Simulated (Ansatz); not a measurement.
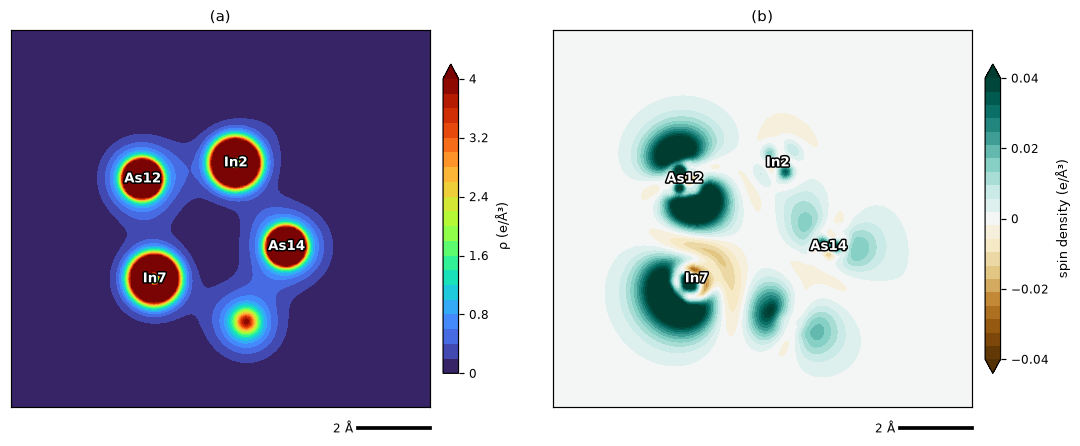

The picture shows: As7In7 (In7As7 zinc blende off sphere) (charge +1, doublet). (a) electron density; (b) spin density (α minus β) on the plane of atoms As12, In2 and As14.

Geometry: PBE-D4/def2-SVP; core potentials replace the inner electrons of In.

Computed with UKS PBE0-D4/def2-TZVP in Ansatz 0.2.0.

```yaml
atoms:
  - { symbol: In, position_ang: [1.4485, -1.4909, 0.3549] }
  - { symbol: In, position_ang: [-1.2477, 2.2670, 0.4049] }
  - { symbol: In, position_ang: [-0.0480, -1.5845, -2.4249] }
  - { symbol: In, position_ang: [-2.0780, -1.0213, 0.2004] }
  - { symbol: In, position_ang: [-0.5423, -2.9005, 2.8968] }
  - { symbol: In, position_ang: [1.0499, 1.4487, -1.7349] }
  - { symbol: In, position_ang: [2.5212, 1.9831, 1.6169] }
  - { symbol: As, position_ang: [-3.1768, 1.0413, -1.0899] }
  - { symbol: As, position_ang: [-0.6675, -3.1890, -0.3283] }
  - { symbol: As, position_ang: [1.4436, -0.4340, 2.7831] }
  - { symbol: As, position_ang: [-1.3855, 0.7366, -2.7541] }
  - { symbol: As, position_ang: [1.0013, 3.5518, -0.1703] }
  - { symbol: As, position_ang: [2.5155, -0.7152, -2.0323] }
  - { symbol: As, position_ang: [-0.8343, 0.3067, 2.2776] }
```

Question: Describe what can be read from this map.

Answer:
- The section cuts through In and As sites.
- In–As (2.65 Å): ρ at the midpoint is about 0.4 e/Å³.
- In–As (2.74 Å): ρ at the midpoint is about 0.34 e/Å³.
- In–As (2.82 Å): the density is about 0.31 e/Å³ at the midpoint.
- The unpaired spin (1 electron) lies mostly on In7 (about 0.3), As12 (about 0.3), As10 (about 0.1) and As14 (about 0.1), in electrons by Hirshfeld's partition.
